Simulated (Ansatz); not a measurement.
**Single-point calculation of Rh₁₂N (part 3 of 3)**

Rh₁₂N (slab, 13 atoms in the cell); DFT, PBE, plane waves, PAW, PAW set soft_1 (Ansatz 0.2.0); cutoff 420 eV, 6×6×1 k-mesh, cold smearing of 0.15 eV. The structure derives from an entry of the Crystallography Open Database. The run did not end well.

Geometry of the input (Å; fractional positions):
```
5.4166  0.0000  0.0000
-2.7083  4.6909  0.0000
0.0000  0.0000  19.7966
Rh 0.3333  0.1667  0.2021
Rh 0.3333  0.6667  0.2021
Rh 0.8333  0.1667  0.2021
Rh 0.8333  0.6667  0.2021
Rh 0.1667  0.3333  0.3106
Rh 0.1667  0.8333  0.3106
Rh 0.6667  0.3333  0.3106
Rh 0.6667  0.8333  0.3106
Rh 0.0000  0.0000  0.4191
Rh -0.0000  0.5000  0.4191
Rh 0.5000  0.0000  0.4191
Rh 0.5000  0.5000  0.4191
N  0.0000  0.0833  0.5016
```

Log, continued
```
SCF iter  51: F=—  HF=-77210.908928 eV  |F-HF|=—  |Δ(HF+E_count)|=   1.28e-3  S|Δr|=    0.00e0  Δρ=2.62e-4  dr2=3.45e-3  ethr=1.35e-6  p=-0.120 e·Å  D=-4.30e-2 V/Å  ΔV_dip=0.85 eV  dr2_dipole=2.92e-6  V_vac-E_F(+/−)=5.99/5.14 eV  ⟨swp⟩=1.8  Hψ=2453  notcnv=0  defer=147  κ⁻¹=6.0e-3(r=8)
SCF iter  52: F=—  HF=-77210.909120 eV  |F-HF|=—  |Δ(HF+E_count)|=   1.92e-4  S|Δr|=    0.00e0  Δρ=2.19e-4  dr2=2.55e-3  ethr=1.35e-6  p=-0.119 e·Å  D=-4.28e-2 V/Å  ΔV_dip=0.85 eV  dr2_dipole=1.39e-5  V_vac-E_F(+/−)=5.97/5.13 eV  ⟨swp⟩=1.0  Hψ=2358  notcnv=0  defer=147  κ⁻¹=4.0e-3(r=8)
SCF iter  53: F=—  HF=-77210.911341 eV  |F-HF|=—  |Δ(HF+E_count)|=   2.22e-3  S|Δr|=    0.00e0  Δρ=2.72e-4  dr2=2.32e-3  ethr=1.22e-6  p=-0.116 e·Å  D=-4.18e-2 V/Å  ΔV_dip=0.83 eV  dr2_dipole=3.21e-5  V_vac-E_F(+/−)=5.95/5.13 eV  ⟨swp⟩=2.0  Hψ=2752  notcnv=0  defer=147  κ⁻¹=6.4e-3(r=8)
SCF iter  54: F=—  HF=-77210.913458 eV  |F-HF|=—  |Δ(HF+E_count)|=   2.12e-3  S|Δr|=    0.00e0  Δρ=1.93e-4  dr2=1.54e-3  ethr=1.11e-6  p=-0.112 e·Å  D=-4.04e-2 V/Å  ΔV_dip=0.80 eV  dr2_dipole=1.49e-5  V_vac-E_F(+/−)=5.92/5.13 eV  ⟨swp⟩=2.0  Hψ=2776  notcnv=0  defer=147  κ⁻¹=8.0e-3(r=8)
SCF iter  55: F=—  HF=-77210.915012 eV  |F-HF|=—  |Δ(HF+E_count)|=   1.55e-3  S|Δr|=    0.00e0  Δρ=2.05e-4  dr2=1.76e-3  ethr=7.38e-7  p=-0.106 e·Å  D=-3.80e-2 V/Å  ΔV_dip=0.75 eV  dr2_dipole=4.89e-5  V_vac-E_F(+/−)=5.88/5.13 eV  ⟨swp⟩=2.0  Hψ=2812  notcnv=0  defer=147  κ⁻¹=6.7e-3(r=8)
SCF iter  56: F=—  HF=-77210.915919 eV  |F-HF|=—  |Δ(HF+E_count)|=   9.07e-4  S|Δr|=    0.00e0  Δρ=3.09e-4  dr2=2.28e-3  ethr=7.38e-7  p=-0.101 e·Å  D=-3.62e-2 V/Å  ΔV_dip=0.72 eV  dr2_dipole=1.00e-4  V_vac-E_F(+/−)=5.87/5.16 eV  ⟨swp⟩=1.9  Hψ=2636  notcnv=0  defer=147  κ⁻¹=8.2e-3(r=8)
SCF iter  57: F=—  HF=-77210.915901 eV  |F-HF|=—  |Δ(HF+E_count)|=   1.83e-5  S|Δr|=    0.00e0  Δρ=2.12e-4  dr2=1.67e-3  ethr=7.38e-7  p=-0.100 e·Å  D=-3.60e-2 V/Å  ΔV_dip=0.71 eV  dr2_dipole=1.03e-4  V_vac-E_F(+/−)=5.86/5.15 eV  ⟨swp⟩=1.0  Hψ=2358  notcnv=0  defer=147  κ⁻¹=6.6e-3(r=8)
SCF iter  58: F=—  HF=-77210.916693 eV  |F-HF|=—  |Δ(HF+E_count)|=   7.92e-4  S|Δr|=    0.00e0  Δρ=1.90e-4  dr2=2.24e-3  ethr=7.38e-7  p=-0.093 e·Å  D=-3.34e-2 V/Å  ΔV_dip=0.66 eV  dr2_dipole=5.21e-4  V_vac-E_F(+/−)=5.82/5.16 eV  ⟨swp⟩=1.4  Hψ=2374  notcnv=0  defer=147  κ⁻¹=9.2e-3(r=8)
SCF iter  59: F=—  HF=-77210.916462 eV  |F-HF|=—  |Δ(HF+E_count)|=   2.31e-4  S|Δr|=    0.00e0  Δρ=2.43e-4  dr2=2.44e-3  ethr=7.38e-7  p=-0.095 e·Å  D=-3.40e-2 V/Å  ΔV_dip=0.67 eV  dr2_dipole=4.44e-4  V_vac-E_F(+/−)=5.82/5.15 eV  ⟨swp⟩=1.0  Hψ=2384  notcnv=0  defer=147  κ⁻¹=6.5e-3(r=8)
SCF iter  60: F=—  HF=-77210.916784 eV  |F-HF|=—  |Δ(HF+E_count)|=   3.22e-4  S|Δr|=    0.00e0  Δρ=2.09e-4  dr2=2.75e-3  ethr=7.38e-7  p=-0.093 e·Å  D=-3.33e-2 V/Å  ΔV_dip=0.66 eV  dr2_dipole=6.79e-4  V_vac-E_F(+/−)=5.82/5.16 eV  ⟨swp⟩=1.1  Hψ=2359  notcnv=0  defer=147  κ⁻¹=2.9e-3(r=8)
SCF iter  61: F=—  HF=-77210.916234 eV  |F-HF|=—  |Δ(HF+E_count)|=   5.51e-4  S|Δr|=    0.00e0  Δρ=2.36e-4  dr2=8.71e-4  ethr=7.38e-7  p=-0.096 e·Å  D=-3.47e-2 V/Å  ΔV_dip=0.69 eV  dr2_dipole=1.36e-6  V_vac-E_F(+/−)=5.84/5.16 eV  ⟨swp⟩=1.1  Hψ=2362  notcnv=0  defer=147  κ⁻¹=3.2e-3(r=8)
SCF iter  62: F=—  HF=-77210.916641 eV  |F-HF|=—  |Δ(HF+E_count)|=   4.08e-4  S|Δr|=    0.00e0  Δρ=2.44e-4  dr2=2.40e-3  ethr=4.17e-7  p=-0.091 e·Å  D=-3.28e-2 V/Å  ΔV_dip=0.65 eV  dr2_dipole=4.74e-4  V_vac-E_F(+/−)=5.82/5.17 eV  ⟨swp⟩=1.6  Hψ=2466  notcnv=0  defer=147  κ⁻¹=1.2e-3(r=8)
SCF iter  63: F=—  HF=-77210.916614 eV  |F-HF|=—  |Δ(HF+E_count)|=   2.72e-5  S|Δr|=    0.00e0  Δρ=2.14e-4  dr2=1.88e-3  ethr=4.17e-7  p=-0.091 e·Å  D=-3.27e-2 V/Å  ΔV_dip=0.65 eV  dr2_dipole=3.52e-4  V_vac-E_F(+/−)=5.82/5.17 eV  ⟨swp⟩=1.0  Hψ=2358  notcnv=0  defer=147  κ⁻¹=1.7e-3(r=8)
SCF iter  64: F=—  HF=-77210.916636 eV  |F-HF|=—  |Δ(HF+E_count)|=   2.15e-5  S|Δr|=    0.00e0  Δρ=1.99e-4  dr2=1.69e-3  ethr=4.17e-7  p=-0.090 e·Å  D=-3.24e-2 V/Å  ΔV_dip=0.64 eV  dr2_dipole=3.30e-4  V_vac-E_F(+/−)=5.81/5.17 eV  ⟨swp⟩=1.0  Hψ=2358  notcnv=0  defer=147  κ⁻¹=8.3e-4(r=8)
SCF iter  65: F=—  HF=-77210.916503 eV  |F-HF|=—  |Δ(HF+E_count)|=   1.33e-4  S|Δr|=    0.00e0  Δρ=1.53e-4  dr2=9.02e-4  ethr=4.17e-7  p=-0.090 e·Å  D=-3.24e-2 V/Å  ΔV_dip=0.64 eV  dr2_dipole=1.03e-4  V_vac-E_F(+/−)=5.82/5.18 eV  ⟨swp⟩=1.0  Hψ=2358  notcnv=0  defer=147  κ⁻¹=1.0e-3(r=8)
SCF iter  66: F=—  HF=-77210.916656 eV  |F-HF|=—  |Δ(HF+E_count)|=   1.53e-4  S|Δr|=    0.00e0  Δρ=1.29e-4  dr2=6.11e-4  ethr=4.17e-7  p=-0.087 e·Å  D=-3.12e-2 V/Å  ΔV_dip=0.62 eV  dr2_dipole=6.69e-5  V_vac-E_F(+/−)=5.80/5.18 eV  ⟨swp⟩=1.2  Hψ=2365  notcnv=0  defer=147  κ⁻¹=1.1e-3(r=8)
SCF iter  67: F=—  HF=-77210.916525 eV  |F-HF|=—  |Δ(HF+E_count)|=   1.31e-4  S|Δr|=    0.00e0  Δρ=1.09e-4  dr2=3.86e-4  ethr=2.92e-7  p=-0.088 e·Å  D=-3.17e-2 V/Å  ΔV_dip=0.63 eV  dr2_dipole=1.31e-5  V_vac-E_F(+/−)=5.80/5.18 eV  ⟨swp⟩=1.4  Hψ=2377  notcnv=0  defer=147  κ⁻¹=9.6e-4(r=8)
SCF iter  68: F=—  HF=-77210.916808 eV  |F-HF|=—  |Δ(HF+E_count)|=   2.83e-4  S|Δr|=    0.00e0  Δρ=1.07e-4  dr2=4.02e-4  ethr=1.85e-7  p=-0.085 e·Å  D=-3.05e-2 V/Å  ΔV_dip=0.60 eV  dr2_dipole=3.37e-5  V_vac-E_F(+/−)=5.78/5.18 eV  ⟨swp⟩=1.3  Hψ=2372  notcnv=0  defer=147  κ⁻¹=1.2e-3(r=8)
SCF iter  69: F=—  HF=-77210.917143 eV  |F-HF|=—  |Δ(HF+E_count)|=   3.35e-4  S|Δr|=    0.00e0  Δρ=8.16e-5  dr2=1.58e-4  ethr=1.85e-7  p=-0.080 e·Å  D=-2.89e-2 V/Å  ΔV_dip=0.57 eV  dr2_dipole=1.69e-5  V_vac-E_F(+/−)=5.75/5.18 eV  ⟨swp⟩=1.8  Hψ=2426  notcnv=0  defer=147  κ⁻¹=2.1e-3(r=8)
SCF iter  70: F=—  HF=-77210.917219 eV  |F-HF|=—  |Δ(HF+E_count)|=   7.59e-5  S|Δr|=    0.00e0  Δρ=8.06e-5  dr2=1.11e-4  ethr=7.54e-8  p=-0.079 e·Å  D=-2.84e-2 V/Å  ΔV_dip=0.56 eV  dr2_dipole=1.96e-5  V_vac-E_F(+/−)=5.73/5.17 eV  ⟨swp⟩=2.7  Hψ=2930  notcnv=0  defer=147  κ⁻¹=6.6e-3(r=8)
SCF iter  71: F=—  HF=-77210.917256 eV  |F-HF|=—  |Δ(HF+E_count)|=   3.76e-5  S|Δr|=    0.00e0  Δρ=4.68e-5  dr2=6.95e-5  ethr=5.32e-8  p=-0.080 e·Å  D=-2.87e-2 V/Å  ΔV_dip=0.57 eV  dr2_dipole=4.76e-5  V_vac-E_F(+/−)=5.74/5.17 eV  ⟨swp⟩=1.9  Hψ=2464  notcnv=0  defer=147  κ⁻¹=1.0e-2(r=8)
SCF iter  72: F=—  HF=-77210.917942 eV  |F-HF|=—  |Δ(HF+E_count)|=   6.86e-4  S|Δr|=    0.00e0  Δρ=4.86e-5  dr2=6.46e-5  ethr=3.33e-8  p=-0.081 e·Å  D=-2.90e-2 V/Å  ΔV_dip=0.57 eV  dr2_dipole=3.55e-5  V_vac-E_F(+/−)=5.74/5.17 eV  ⟨swp⟩=1.1  Hψ=2489  notcnv=0  defer=146  κ⁻¹=5.9e-3(r=8)
SCF iter  73: F=—  HF=-77210.918001 eV  |F-HF|=—  |Δ(HF+E_count)|=   5.90e-5  S|Δr|=    0.00e0  Δρ=4.96e-5  dr2=4.66e-5  ethr=3.09e-8  p=-0.081 e·Å  D=-2.93e-2 V/Å  ΔV_dip=0.58 eV  dr2_dipole=3.10e-6  V_vac-E_F(+/−)=5.74/5.16 eV  ⟨swp⟩=1.1  Hψ=2367  notcnv=0  defer=146  κ⁻¹=8.6e-3(r=8)
SCF iter  74: F=—  HF=-77210.918124 eV  |F-HF|=—  |Δ(HF+E_count)|=   1.23e-4  S|Δr|=    0.00e0  Δρ=5.52e-5  dr2=8.67e-5  ethr=2.23e-8  p=-0.081 e·Å  D=-2.93e-2 V/Å  ΔV_dip=0.58 eV  dr2_dipole=1.18e-6  V_vac-E_F(+/−)=5.74/5.16 eV  ⟨swp⟩=1.2  Hψ=2373  notcnv=0  defer=146  κ⁻¹=1.6e-2(r=8)
SCF iter  75: F=—  HF=-77210.918179 eV  |F-HF|=—  |Δ(HF+E_count)|=   5.44e-5  S|Δr|=    0.00e0  Δρ=3.47e-5  dr2=2.24e-5  ethr=2.23e-8  p=-0.083 e·Å  D=-3.00e-2 V/Å  ΔV_dip=0.59 eV  dr2_dipole=5.49e-7  V_vac-E_F(+/−)=5.75/5.16 eV  ⟨swp⟩=2.0  Hψ=2746  notcnv=0  defer=146  κ⁻¹=1.4e-2(r=8)
SCF iter  76: F=—  HF=-77210.918255 eV  |F-HF|=—  |Δ(HF+E_count)|=   7.69e-5  S|Δr|=    0.00e0  Δρ=3.68e-5  dr2=2.36e-5  ethr=1.07e-8  p=-0.084 e·Å  D=-3.01e-2 V/Å  ΔV_dip=0.60 eV  dr2_dipole=5.20e-6  V_vac-E_F(+/−)=5.75/5.15 eV  ⟨swp⟩=1.6  Hψ=2452  notcnv=0  defer=146  κ⁻¹=7.3e-3(r=8)
SCF iter  77: F=—  HF=-77210.918420 eV  |F-HF|=—  |Δ(HF+E_count)|=   1.65e-4  S|Δr|=    0.00e0  Δρ=2.71e-5  dr2=1.57e-5  ethr=1.07e-8  p=-0.085 e·Å  D=-3.06e-2 V/Å  ΔV_dip=0.61 eV  dr2_dipole=2.52e-6  V_vac-E_F(+/−)=5.76/5.15 eV  ⟨swp⟩=2.5  Hψ=3178  notcnv=0  defer=146  κ⁻¹=6.3e-3(r=8)
SCF iter  78: F=—  HF=-77210.918466 eV  |F-HF|=—  |Δ(HF+E_count)|=   4.53e-5  S|Δr|=    0.00e0  Δρ=2.90e-5  dr2=2.52e-5  ethr=7.52e-9  p=-0.085 e·Å  D=-3.06e-2 V/Å  ΔV_dip=0.61 eV  dr2_dipole=7.07e-6  V_vac-E_F(+/−)=5.76/5.15 eV  ⟨swp⟩=1.8  Hψ=2413  notcnv=0  defer=146  κ⁻¹=3.8e-3(r=8)
```

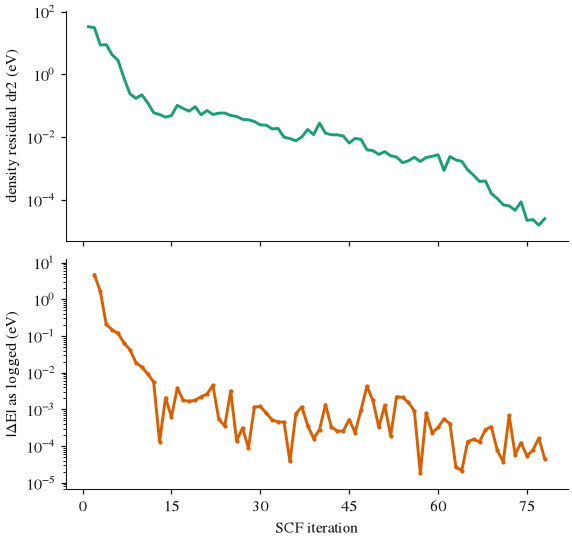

Convergence of the self-consistent field: density residual dr2 and size of the energy change against the SCF iteration. The run ended after 78 iterations.

```
Error: SIGTERM received: cancelled by the caller after 78 completed SCF iterations
```

Outcome

```csv
quantity,value
outcome,stopped at the time limit
hardware,"4 threads of Intel Xeon (Granite Rapids), 32 GiB of memory available, shared host"
wall time,61 s (CPU time 4 min)
peak memory,2.2 GiB
```

Diagnosis

Settings chosen away from the usual ones: basis.xc_grid set to 4; scf.occupations.method set to cold (from gaussian); scf.occupations.width set to 0.15 (from 0.1); scf.mixing.preconditioner set to kerker; basis.ecutwfc removed. The run was cut off by its time limit, so the output is incomplete.
